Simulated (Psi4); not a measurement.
**FNO-CCSD(T)/def2-SV(P) (density fitting, density fitting for correlation) run of CH3F (fluoromethane)**

Aim: the energy change on altering one bond length of CH3F (fluoromethane) at FNO-CCSD(T)/def2-SV(P) (density fitting, density fitting for correlation), from 2 runs. 

The calculation is run with Psi4 1.11.

1 further run of the same task is left out (set aside as unsound or not needed).

### 1 The structure to begin with

CH3F has 5 atoms, charge 0, and is taken as a singlet. As SMILES, `CF`. The coordinates come from a PBE0-D4/def2-TZVP relaxation.

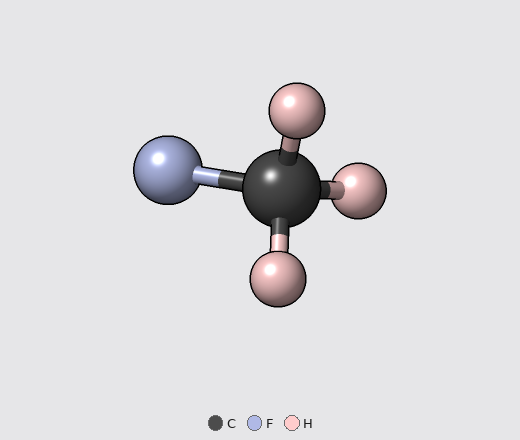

Viewed from a chosen angle; carbon dark grey, fluorine light blue, hydrogen pink.

### 2 The energy at FNO-CCSD(T)/def2-SV(P) (density fitting, density fitting for correlation)

File calc.dat:

```
memory 1.6 GB

molecule {
  0 1
  C
  F 1 1.376346
  H 1 1.092286 2 109.08614
  H 1 1.092399 3 109.85294 2 119.52673
  H 1 1.092356 3 109.85749 4 120.94754
  symmetry c1
}

set {
  basis       def2-SV(P)
  reference   rhf
  scf_type    df
  freeze_core true
  cc_type     df
}

energy('fno-ccsd(t)')
print_variables()
```

On the command line:

```
$ psi4 -n 1 calc.dat calc.out
```

calc.out:

```text
[...]
  Running in c1 symmetry.
[...]
  Nuclear repulsion =   37.451250004556712
[...]
  Multiplicity = 1
[...]
  Nalpha       = 9
  Nbeta        = 9
[...]
    Number of basis functions: 34
[...]
   @DF-RHF iter   1:  -138.88992945043418   -5.35655e-01   6.99701e-03 DIIS/ADIIS
[...]
   @DF-RHF iter  10:  -138.92020715954283   -3.12639e-13   2.71733e-09 DIIS
[...]
    Orbital Energies [Eh]
    ---------------------
    Doubly Occupied:
       1A    -26.260002     2A    -11.305100     3A     -1.556529
       4A     -0.941502     5A     -0.693455     6A     -0.693440
       7A     -0.673295     8A     -0.528588     9A     -0.528563
[...]
  @DF-RHF Final Energy:  -138.92020715954283
   => Energetics <=
    Nuclear Repulsion Energy =             37.4512500045567123
    One-Electron Energy =                -266.3819679325458765
    Two-Electron Energy =                  90.0105107684463377
    Total Energy =                       -138.9202071595428265
[...]
 Multipole Moments:
 ------------------------------------------------------------------------------------
     Multipole            Electronic (a.u.)      Nuclear  (a.u.)        Total (a.u.)
 ------------------------------------------------------------------------------------
 L = 1.  Multiply by 2.5417464519 to convert [e a0] to [Debye]
 Dipole X            :          0.0000499           -0.0000459            0.0000041
 Dipole Y            :          0.0001492           -0.0001292            0.0000201
 Dipole Z            :          2.8341459           -3.6801054           -0.8459595
 Magnitude           :                                                    0.8459595
[...]
      * MP2 total energy:                  -139.230803499930
[...]
      * CCSD total energy:                 -139.250931791439
[...]
      * CCSD(T) total energy                -139.256297860762
[...]
```

It took 1.3 s on 1 thread of AMD EPYC 9B45 (Zen 5), shared host; peak memory 0.19 GiB.

### 3 The distorted shape at the same level

File input.in:

```
memory 1600 mb

molecule {
  0 1
  C
  F 1 R2
  H 1 R3 2 A3
  H 1 R4 3 A4 2 D4
  H 1 R5 3 A5 4 D5

  R2 = 1.376346
  R3 = 1.092286
  A3 = 109.08614
  R4 = 1.2016
  A4 = 109.85295
  D4 = 119.52674
  R5 = 1.092356
  A5 = 109.85749
  D5 = 120.94753
  symmetry c1
}

set {
  basis       def2-SV(P)
  reference   rhf
  scf_type    df
  freeze_core true
  cc_type     df
}

energy('fno-ccsd(t)')
```

On the command line:

```
$ psi4 -n 1 input.in input.out
```

input.out:

```text
[...]
  Running in c1 symmetry.
[...]
  Nuclear repulsion =   37.063558985411461
[...]
  Multiplicity = 1
[...]
  Nalpha       = 9
  Nbeta        = 9
[...]
    Number of basis functions: 34
[...]
   @DF-RHF iter   1:  -138.88290061282129   -5.84069e-01   6.99110e-03 DIIS/ADIIS
[...]
   @DF-RHF iter  10:  -138.91322564153330   -1.19371e-12   5.92004e-09 DIIS
[...]
    Orbital Energies [Eh]
    ---------------------
    Doubly Occupied:
       1A    -26.263290     2A    -11.317768     3A     -1.559135
       4A     -0.932580     5A     -0.696092     6A     -0.688044
       7A     -0.671578     8A     -0.531049     9A     -0.512799
[...]
  @DF-RHF Final Energy:  -138.91322564153330
   => Energetics <=
    Nuclear Repulsion Energy =             37.0635589854114613
    One-Electron Energy =                -265.6089006788872098
    Two-Electron Energy =                  89.6321160519424325
    Total Energy =                       -138.9132256415333018
[...]
 Multipole Moments:
 ------------------------------------------------------------------------------------
     Multipole            Electronic (a.u.)      Nuclear  (a.u.)        Total (a.u.)
 ------------------------------------------------------------------------------------
 L = 1.  Multiply by 2.5417464519 to convert [e a0] to [Debye]
 Dipole X            :          0.1094267           -0.0788805            0.0305462
 Dipole Y            :          0.0632958           -0.0456447            0.0176511
 Dipole Z            :          2.8825792           -3.7116052           -0.8290260
 Magnitude           :                                                    0.8297763
[...]
      * MP2 total energy:                  -139.225830723078
[...]
      * CCSD total energy:                 -139.246552330598
[...]
      * CCSD(T) total energy                -139.252161656034
[...]
```

Run time: 1.3 s. Hardware: 1 thread of AMD EPYC 9B45 (Zen 5), shared host; peak memory 0.19 GiB.

### 4 Outcome

At FNO-CCSD(T)/def2-SV(P) (density fitting, density fitting for correlation), 2 core orbitals frozen:

| quantity | value |
| --- | --- |
| first shape: total energy | -139.25630 Eh |
| first shape: HOMO energy (Hartree–Fock orbitals) | -14.38 eV |
| first shape: LUMO energy (Hartree–Fock orbitals) | 5.08 eV |
| first shape: HOMO–LUMO gap (Hartree–Fock orbitals) | 19.46 eV |
| first shape: correlation energy (2 core orbitals frozen) | -336.1 mEh |
| first shape: (T) correction | -5.37 mEh |
| first shape: T1 diagnostic | 0.009 |
| distorted shape: total energy | -139.25216 Eh |
| distorted shape: HOMO energy (Hartree–Fock orbitals) | -13.95 eV |
| distorted shape: LUMO energy (Hartree–Fock orbitals) | 4.94 eV |
| distorted shape: HOMO–LUMO gap (Hartree–Fock orbitals) | 18.90 eV |
| distorted shape: correlation energy (2 core orbitals frozen) | -338.9 mEh |
| distorted shape: (T) correction | -5.61 mEh |
| distorted shape: T1 diagnostic | 0.009 |
| energy change with the C1–H4 bond stretched from 1.092 to 1.202 Å | 0.113 eV |

What this shows: With the C1–H4 bond stretched from 1.092 to 1.202 Å the energy rises by 0.11 eV (2.6 kcal/mol). The first shape isn't relaxed at this level, so the change isn't measured from a minimum. The triples (first shape) make up 1.6 % of the correlation energy. The triples (distorted shape) make up 1.7 % of the correlation energy.
